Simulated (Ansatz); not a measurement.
Nudged elastic band, with input and output: BSiH₆OF

- system: BSiH₆OF
- method: RKS PBE0-D4/6-31G* (Ansatz 0.2.0)

It belongs to a series of runs on one base structure; here: band between the two ends.

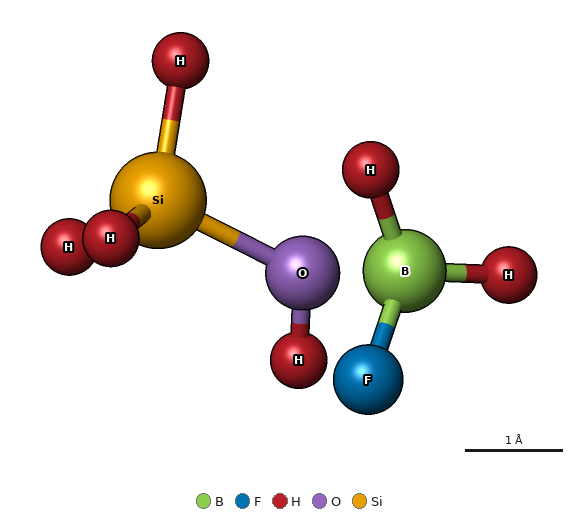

Figure 1. The starting structure (ball-and-stick view, seen at an oblique angle). Bond lengths as drawn: B–F 1.37 Å, B–H 1.21 to 1.22 Å, H–O 0.97 Å, H–Si 1.48 to 1.49 Å and O–Si 1.72 Å.

Summary:

| quantity | value |
| --- | --- |
| outcome | converged |
| barrier, forward | 0.785 eV |
| barrier, backward | 0.420 eV |
| hardware | 1 thread of Intel Xeon (Sapphire Rapids), 16 GiB of memory available, shared host |
| wall time | 3.3 min |
| peak memory | 0.17 GiB |

Notes:

The order of the saddle point was not checked.

Input file:
```yaml
crystal:
  periodic: [false, false, false]
  atoms:
    - { symbol: B, position_ang: [-0.143126, -0.073124, 0.158218] }
    - { symbol: F, position_ang: [-0.626828, 0.077406, 1.43508] }
    - { symbol: H, position_ang: [0.842537, 0.568075, -0.110132] }
    - { symbol: H, position_ang: [-0.989415, -0.214679, -0.707064] }
    - { symbol: O, position_ang: [0.465137, -1.674461, 0.197653] }
    - { symbol: Si, position_ang: [-0.747643, -2.840356, -0.163304] }
    - { symbol: H, position_ang: [-0.19957, -4.128683, 0.337374] }
    - { symbol: H, position_ang: [-2.01289, -2.513446, 0.52871] }
    - { symbol: H, position_ang: [-0.884106, -2.851117, -1.633263] }
    - { symbol: H, position_ang: [0.948603, -1.797113, 1.029025] }
basis:
  gaussian: { orbitals: "6-31G*" }
hamiltonian:
  xc: pbe0
  dispersion: d4
neb:
  order_check: false
  images: 5
  f_tol: 0.05
  max_iterations: 60
  final_atoms:
    - { symbol: B, position_ang: [0.08298638, -0.14714477, -0.75850262] }
    - { symbol: F, position_ang: [0.17975157, -1.69456868, 2.67716737] }
    - { symbol: H, position_ang: [0.63098128, 0.84386841, -0.36673905] }
    - { symbol: H, position_ang: [-0.29107036, -0.2778039, -1.89393752] }
    - { symbol: O, position_ang: [-0.11710741, -1.14665168, 0.13856033] }
    - { symbol: Si, position_ang: [-0.87076699, -2.65337675, -0.09675123] }
    - { symbol: H, position_ang: [0.09281195, -3.70839799, 0.2875958] }
    - { symbol: H, position_ang: [-2.08811634, -2.69700329, 0.74429812] }
    - { symbol: H, position_ang: [-1.22337483, -2.7633019, -1.53666955] }
    - { symbol: H, position_ang: [0.25660374, -1.20311746, 1.87727535] }
  initial_path:
    images:
      - { positions_ang: [[-0.143126, -0.073124, 0.158218], [-0.626828, 0.077406, 1.43508], [0.842537, 0.568075, -0.110132], [-0.989415, -0.214679, -0.707064], [0.465137, -1.674461, 0.197653], [-0.747643, -2.840356, -0.163304], [-0.19957, -4.128683, 0.337374], [-2.01289, -2.513446, 0.52871], [-0.884106, -2.851117, -1.633263], [0.948603, -1.797113, 1.029025]] }
      - { positions_ang: [[-0.08002808, -0.05341527, 0.09233406], [-0.43023962, 0.06807693, 1.49914827], [0.92991508, 0.3579681, -0.26705839], [-0.97728591, -0.14676566, -0.69991541], [0.32584918, -1.65458402, 0.31903288], [-0.73819811, -2.86658408, -0.16511003], [-0.08122952, -4.11480842, 0.18418954], [-1.99573465, -2.74683256, 0.53239014], [-0.92909501, -2.76460617, -1.60871858], [0.62874564, -1.52594684, 1.18600451]] }
      - { positions_ang: [[-0.01693017, -0.03370654, 0.02645013], [-0.23365124, 0.05874785, 1.56321655], [1.01729317, 0.1478612, -0.42398477], [-0.96515681, -0.07885232, -0.69276683], [0.18656136, -1.63470703, 0.44041277], [-0.72875321, -2.89281215, -0.16691605], [0.03711095, -4.10093385, 0.03100508], [-1.97857931, -2.98021912, 0.53607027], [-0.97408402, -2.67809535, -1.58417416], [0.30888829, -1.25478069, 1.34298403]] }
      - { positions_ang: [[0.04616775, -0.01399781, -0.03943381], [-0.03706287, 0.04941878, 1.62728482], [1.10467125, -0.0622457, -0.58091116], [-0.95302772, -0.01093898, -0.68561824], [0.04727353, -1.61483005, 0.56179265], [-0.71930832, -2.91904023, -0.16872208], [0.15545143, -4.08705927, -0.12217939], [-1.96142396, -3.21360568, 0.53975041], [-1.01907303, -2.59158452, -1.55962974], [-0.01096907, -0.98361453, 1.49996354]] }
      - { positions_ang: [[0.05844062, -0.05838013, -0.27912342], [0.03520861, -0.53191037, 1.97724567], [0.9467746, 0.23979233, -0.50952046], [-0.73237527, -0.09989395, -1.08839134], [-0.00752011, -1.45877059, 0.42071521], [-0.76979454, -2.83048574, -0.1447318], [0.1345716, -3.96083884, 0.01441234], [-2.00365475, -3.04140489, 0.60793298], [-1.08717363, -2.64882365, -1.55197635], [0.07822187, -1.05678217, 1.62573414]] }
      - { positions_ang: [[0.0707135, -0.10276245, -0.51881302], [0.10748009, -1.11323952, 2.32720652], [0.78887794, 0.54183037, -0.43812975], [-0.51172281, -0.18884893, -1.49116443], [-0.06231376, -1.30271113, 0.27963777], [-0.82028077, -2.74193125, -0.12074152], [0.11369177, -3.83461841, 0.15100407], [-2.04588555, -2.86920409, 0.67611555], [-1.15527423, -2.70606278, -1.54432295], [0.16741281, -1.12994982, 1.75150475]] }
      - { positions_ang: [[0.08298638, -0.14714477, -0.75850262], [0.17975157, -1.69456868, 2.67716737], [0.63098128, 0.84386841, -0.36673905], [-0.29107036, -0.2778039, -1.89393752], [-0.11710741, -1.14665168, 0.13856033], [-0.87076699, -2.65337675, -0.09675123], [0.09281195, -3.70839799, 0.2875958], [-2.08811634, -2.69700329, 0.74429812], [-1.22337483, -2.7633019, -1.53666955], [0.25660374, -1.20311746, 1.87727535]] }
```

Launched with:
```bash
ansatz run input.yaml --threads 1 --pin off --max-ram 2048MiB --backend cpu --events-out ev --progress --plain --runs-dir out
```

What the program printed:
```
Engine: ansatz 0.2.0, x86_64-unknown-linux-gnu
Functional definition: PBE0
  parameter a = 0.25
  parameter kappa = 0.804
  parameter beta = 0.06672455060314922
  exchange = (1 - a)*pbe_x(kappa = kappa, mu = beta*pi^2/3) + a*exact_x
  correlation = pbe_c(beta = beta)
820 factors; integrals over basis functions are off by at most 6.8e-4 eV
mean field evaluation 1: about -13404.5823 eV, gradient 4.1e1 eV
mean field evaluation 2: about -13402.4010 eV, gradient 5.5e1 eV
mean field evaluation 4: about -13407.3073 eV, gradient 2.0e0 eV
mean field evaluation 8: about -13407.3355 eV, gradient 7.1e-2 eV
mean field -13407.33549356 eV, -492.7104915699 hartree, gradient 1.1e-5 eV, S^2 0.000000; 0 other end points of the search recorded, 0 dependent functions left out
the calculation of the forces begins
reference -13407.33551826 eV, -492.7104924775 hartree; 21, 21 occupied and 55, 55 virtual orbitals, 820 factors
812 factors; integrals over basis functions are off by at most 6.6e-4 eV
mean field evaluation 16: about -13403.5973 eV, gradient 4.6e1 eV
mean field -13406.97773938 eV, -492.6973443464 hartree, gradient 7.9e-6 eV, S^2 0.000000; 0 other end points of the search recorded, 0 dependent functions left out
[... from here on the field's lines of each further geometry are left out, up to the last ...]
NEB iter   1: max|band force component| = 9.082e1 eV/Å  barrier→ = 12.2716 eV  barrier← = 11.9065 eV  Δτ_max = 0.2000 Å  (165 SCF iters)
NEB iter   2: max|band force component| = 2.655e1 eV/Å  barrier→ = 5.6217 eV  barrier← = 5.2565 eV  Δτ_max = 0.1941 Å  (137 SCF iters)
NEB iter   3: max|band force component| = 1.290e1 eV/Å  barrier→ = 2.0576 eV  barrier← = 1.6924 eV  Δτ_max = 0.1962 Å  (135 SCF iters)
NEB iter   4: max|band force component| = 5.549e0 eV/Å  barrier→ = 1.6263 eV  barrier← = 1.2612 eV  Δτ_max = 0.1543 Å  (134 SCF iters)
NEB iter   5: max|band force component| = 2.612e0 eV/Å  barrier→ = 1.2782 eV  barrier← = 0.9131 eV  Δτ_max = 0.1320 Å  (129 SCF iters)
NEB iter   6: max|band force component| = 2.176e0 eV/Å  barrier→ = 0.9761 eV  barrier← = 0.6109 eV  Δτ_max = 0.2000 Å  (128 SCF iters)
NEB iter   7: max|band force component| = 2.866e0 eV/Å  barrier→ = 0.9763 eV  barrier← = 0.6112 eV  Δτ_max = 0.1021 Å  (134 SCF iters)
NEB iter   8: max|band force component| = 1.816e0 eV/Å  barrier→ = 1.1363 eV  barrier← = 0.7711 eV  Δτ_max = 0.1013 Å  (130 SCF iters)
NEB iter   9: max|band force component| = 1.460e0 eV/Å  barrier→ = 1.0730 eV  barrier← = 0.7079 eV  Δτ_max = 0.1005 Å  (129 SCF iters)
NEB iter  10: max|band force component| = 8.641e-1 eV/Å  barrier→ = 0.9016 eV  barrier← = 0.5364 eV  Δτ_max = 0.1001 Å  (127 SCF iters)
NEB iter  11: max|band force component| = 4.043e-1 eV/Å  barrier→ = 0.8369 eV  barrier← = 0.4718 eV  CI = image 2  Δτ_max = 0.2000 Å  (130 SCF iters)
NEB iter  12: max|band force component| = 1.971e0 eV/Å  barrier→ = 0.8197 eV  barrier← = 0.4546 eV  CI = image 2  Δτ_max = 0.1009 Å  (131 SCF iters)
NEB iter  13: max|band force component| = 3.297e-1 eV/Å  barrier→ = 0.8035 eV  barrier← = 0.4383 eV  CI = image 2  Δτ_max = 0.1083 Å  (128 SCF iters)
NEB iter  14: max|band force component| = 1.060e-1 eV/Å  barrier→ = 0.7981 eV  barrier← = 0.4329 eV  CI = image 2  Δτ_max = 0.0480 Å  (122 SCF iters)
NEB iter  15: max|band force component| = 5.064e-2 eV/Å  barrier→ = 0.7947 eV  barrier← = 0.4295 eV  CI = image 2  Δτ_max = 0.0353 Å  (120 SCF iters)
NEB iter  16: max|band force component| = 3.671e-2 eV/Å  barrier→ = 0.7924 eV  barrier← = 0.4272 eV  CI = image 2  Δτ_max = 0.0375 Å  (124 SCF iters)
NEB iter  17: max|band force component| = 4.403e-2 eV/Å  barrier→ = 0.7905 eV  barrier← = 0.4254 eV  CI = image 2  Δτ_max = 0.0399 Å  (25 SCF iters)
NEB iter  18: max|band force component| = 7.965e-2 eV/Å  barrier→ = 0.7886 eV  barrier← = 0.4235 eV  CI = image 2  Δτ_max = 0.0834 Å  (25 SCF iters)
NEB iter  19: max|band force component| = 1.208e-1 eV/Å  barrier→ = 0.7872 eV  barrier← = 0.4221 eV  CI = image 2  Δτ_max = 0.0417 Å  (124 SCF iters)
NEB iter  20: max|band force component| = 9.957e-2 eV/Å  barrier→ = 0.7861 eV  barrier← = 0.4209 eV  CI = image 2  Δτ_max = 0.0416 Å  (124 SCF iters)
NEB iter  21: max|band force component| = 3.589e-1 eV/Å  barrier→ = 0.7855 eV  barrier← = 0.4204 eV  CI = image 2  Δτ_max = 0.0208 Å  (120 SCF iters)
NEB iter  22: max|band force component| = 1.273e-1 eV/Å  barrier→ = 0.7852 eV  barrier← = 0.4201 eV  CI = image 2  Δτ_max = 0.0417 Å  (119 SCF iters)
NEB iter  23: max|band force component| = 5.042e-2 eV/Å  barrier→ = 0.7851 eV  barrier← = 0.4200 eV  CI = image 2  Δτ_max = 0.0834 Å  (118 SCF iters)
NEB iter  24: max|band force component| = 6.330e-2 eV/Å  barrier→ = 0.7850 eV  barrier← = 0.4199 eV  CI = image 2  Δτ_max = 0.0417 Å  (116 SCF iters)
the calculation of the forces begins
reference -13406.94392811 eV, -492.6961018052 hartree; 21, 21 occupied and 55, 55 virtual orbitals, 818 factors
820 factors; integrals over basis functions are off by at most 7.2e-4 eV
mean field evaluation 832: about -13406.5523 eV, gradient 3.0e-3 eV
mean field -13406.55231175 eV, -492.6817101692 hartree, gradient 6.9e-6 eV, S^2 0.000000; 1 other end points of the search recorded, 0 dependent functions left out
the calculation of the forces begins
reference -13406.55233576 eV, -492.6817110515 hartree; 21, 21 occupied and 55, 55 virtual orbitals, 820 factors
NEB iter  25: max|band force component| = 4.877e-2 eV/Å  barrier→ = 0.7850 eV  barrier← = 0.4198 eV  CI = image 2  Δτ_max = 0.0000 Å  (242 SCF iters)
```

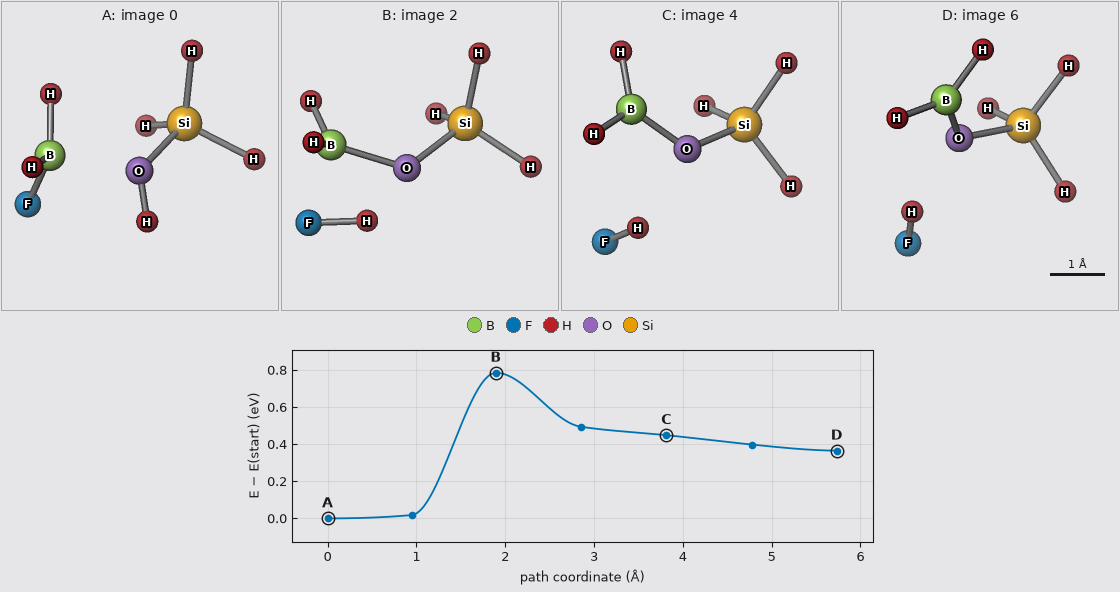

Figure 2. Images of the last band (counted from 0; ball-and-stick, seen at a tilt) above the energy along the path; the line is a cubic interpolation that uses the forces. The highest image is number 2, 0.785 eV above the start and 0.420 eV above the end (the climbing image); the end lies 0.365 eV above the start. The path is 5.73 Å long. The band converged in 25 iterations.

```
Total energy: -13406.68632735 eV, -492.6866351518 hartree
Atom 0 at    -0.033171    -0.215821     0.005949 Å, force     0.000082    -0.000532     0.000539 eV/Å
Atom 1 at     0.093736    -0.030462     1.623083 Å, force    -0.000068     0.000532    -0.000540 eV/Å
Atom 2 at     0.861838     0.396929    -0.496592 Å, force    -0.000413     0.000742    -0.000200 eV/Å
Atom 3 at    -1.175318    -0.006375    -0.302101 Å, force    -0.000611     0.000019     0.000766 eV/Å
Atom 4 at     0.291096    -1.672251     0.240834 Å, force     0.001377     0.003090    -0.001532 eV/Å
Atom 5 at    -0.714528    -2.932576    -0.250607 Å, force     0.000889    -0.004155     0.001344 eV/Å
Atom 6 at    -0.120470    -4.183028     0.283189 Å, force    -0.000546    -0.000250     0.001548 eV/Å
Atom 7 at    -2.086452    -2.745291     0.292549 Å, force    -0.000047     0.001375    -0.002914 eV/Å
Atom 8 at    -0.750070    -2.963247    -1.733391 Å, force    -0.001282     0.000996     0.000302 eV/Å
Atom 9 at     0.286037    -1.095377     1.409383 Å, force     0.000620    -0.001817     0.000686 eV/Å
Dipole moment:    -0.113632    -0.432677     0.071028 e Å
this run last wrote the band of iteration 25 to [file]; this run last wrote the band within `neb.f_tol` of iteration 17 to [file]
```

The last band as extended XYZ (Å, eV, eV/Å):
```
10
Properties=species:S:1:pos:R:3:forces:R:3 image=0 energy=-13407.47127
B    -0.1431   -0.0731    0.1582   -0.0012  -0.0093  -0.0063
F    -0.6268    0.0774    1.4351   -0.0025   0.0059  -0.0003
H     0.8425    0.5681   -0.1101   -0.0053   0.0047   0.0000
H    -0.9894   -0.2147   -0.7071    0.0054   0.0068   0.0059
O     0.4651   -1.6745    0.1977    0.0072   0.0022   0.0008
Si   -0.7476   -2.8404   -0.1633   -0.0014  -0.0060   0.0035
H    -0.1996   -4.1287    0.3374   -0.0006  -0.0002  -0.0011
H    -2.0129   -2.5134    0.5287    0.0008   0.0009  -0.0017
H    -0.8841   -2.8511   -1.6333    0.0001   0.0009   0.0020
H     0.9486   -1.7971    1.0290   -0.0025  -0.0058  -0.0027
10
Properties=species:S:1:pos:R:3:forces:R:3 image=1 energy=-13407.45318
B    -0.1130   -0.0473    0.1391   -0.0068   0.0125   0.0054
F    -0.2018    0.3266    1.4612   -0.0199   0.0261  -0.0090
H     0.8094    0.4158   -0.4818    0.0002   0.0004  -0.0001
H    -1.1756   -0.1928   -0.4347    0.0019  -0.0135  -0.0093
O     0.3772   -1.6957    0.3628    0.0018  -0.0097   0.0091
Si   -0.7125   -2.8917   -0.2080    0.0014   0.0067   0.0013
H    -0.1497   -4.1942    0.2325   -0.0049  -0.0010  -0.0008
H    -2.0624   -2.6923    0.3682    0.0012   0.0049   0.0070
H    -0.7011   -2.7680   -1.6789    0.0029   0.0139   0.0038
H     0.5821   -1.7080    1.3119    0.0224  -0.0403  -0.0074
10
Properties=species:S:1:pos:R:3:forces:R:3 image=2 energy=-13406.68630
B    -0.0332   -0.2158    0.0059    0.0001  -0.0005   0.0005
F     0.0937   -0.0305    1.6231   -0.0001   0.0005  -0.0005
H     0.8618    0.3969   -0.4966   -0.0004   0.0007  -0.0002
H    -1.1753   -0.0064   -0.3021   -0.0006   0.0000   0.0008
O     0.2911   -1.6723    0.2408    0.0014   0.0031  -0.0015
Si   -0.7145   -2.9326   -0.2506    0.0009  -0.0042   0.0013
H    -0.1205   -4.1830    0.2832   -0.0005  -0.0003   0.0015
H    -2.0865   -2.7453    0.2925    0.0000   0.0014  -0.0029
H    -0.7501   -2.9632   -1.7334   -0.0013   0.0010   0.0003
H     0.2860   -1.0954    1.4094    0.0006  -0.0018   0.0007
10
Properties=species:S:1:pos:R:3:forces:R:3 image=3 energy=-13406.97739
B    -0.0339   -0.2888   -0.3029   -0.0081  -0.0058  -0.0722
F     0.0180   -0.3015    2.1066   -0.0151  -0.0011   0.0338
H     0.8623    0.5012   -0.3622   -0.0045   0.0174   0.0282
H    -1.1811    0.0166   -0.4888   -0.0038  -0.0027  -0.0151
O     0.3066   -1.6097   -0.1406    0.0213   0.0517  -0.0244
Si   -0.7468   -2.9074   -0.3290   -0.0234  -0.0249   0.0426
H    -0.1305   -4.0559    0.3807    0.0063   0.0060  -0.0073
H    -2.0724   -2.5999    0.2677   -0.0040   0.0221  -0.0181
H    -0.8876   -3.2092   -1.7759   -0.0089  -0.0269  -0.0026
H     0.5181   -0.9929    1.7168    0.0402  -0.0358   0.0350
10
Properties=species:S:1:pos:R:3:forces:R:3 image=4 energy=-13407.02255
B    -0.0285   -0.2201   -0.4989    0.0048   0.0084  -0.0069
F     0.0560   -0.8600    2.4497    0.0034  -0.0438   0.0117
H     0.7861    0.6311   -0.2892   -0.0077   0.0125   0.0036
H    -1.0745    0.0048   -1.0489   -0.0003  -0.0064  -0.0216
O     0.2745   -1.4854   -0.0948   -0.0021  -0.0108  -0.0002
Si   -0.7696   -2.8130   -0.2511   -0.0177   0.0083  -0.0140
H    -0.1116   -3.9384    0.4525   -0.0021   0.0281   0.0350
H    -2.0852   -2.4984    0.3556    0.0050  -0.0032   0.0059
H    -0.9277   -3.1306   -1.6932    0.0061   0.0022  -0.0051
H     0.5332   -1.1374    1.6905    0.0106   0.0047  -0.0085
10
Properties=species:S:1:pos:R:3:forces:R:3 image=5 energy=-13407.07295
B    -0.0035   -0.1546   -0.6636    0.0029   0.0054   0.0027
F     0.1449   -1.3987    2.6393    0.0072  -0.0275   0.0086
H     0.6925    0.7626   -0.3329   -0.0089   0.0087  -0.0068
H    -0.7937   -0.0787   -1.5668    0.0168  -0.0099  -0.0291
O     0.1256   -1.3146    0.0324   -0.0265  -0.0031  -0.0120
Si   -0.8070   -2.7248   -0.1591    0.0200   0.0139   0.0162
H    -0.0418   -3.8232    0.4705    0.0025   0.0082   0.0018
H    -2.1196   -2.5364    0.5008   -0.0038  -0.0002   0.0048
H    -0.9831   -2.9726   -1.6136   -0.0065   0.0103   0.0054
H     0.4383   -1.2064    1.7654   -0.0036  -0.0059   0.0084
10
Properties=species:S:1:pos:R:3:forces:R:3 image=6 energy=-13407.10613
B     0.0830   -0.1471   -0.7585   -0.0223   0.0023   0.0026
F     0.1798   -1.6946    2.6772    0.0041  -0.0109   0.0129
H     0.6310    0.8439   -0.3667    0.0077  -0.0035   0.0013
H    -0.2911   -0.2778   -1.8939    0.0129  -0.0034   0.0084
O    -0.1171   -1.1467    0.1386   -0.0022  -0.0066  -0.0167
Si   -0.8708   -2.6534   -0.0968    0.0013   0.0098   0.0014
H     0.0928   -3.7084    0.2876    0.0004  -0.0015   0.0026
H    -2.0881   -2.6970    0.7443    0.0063  -0.0012   0.0005
H    -1.2234   -2.7633   -1.5367   -0.0023   0.0015   0.0001
H     0.2566   -1.2031    1.8773   -0.0060   0.0135  -0.0130
```
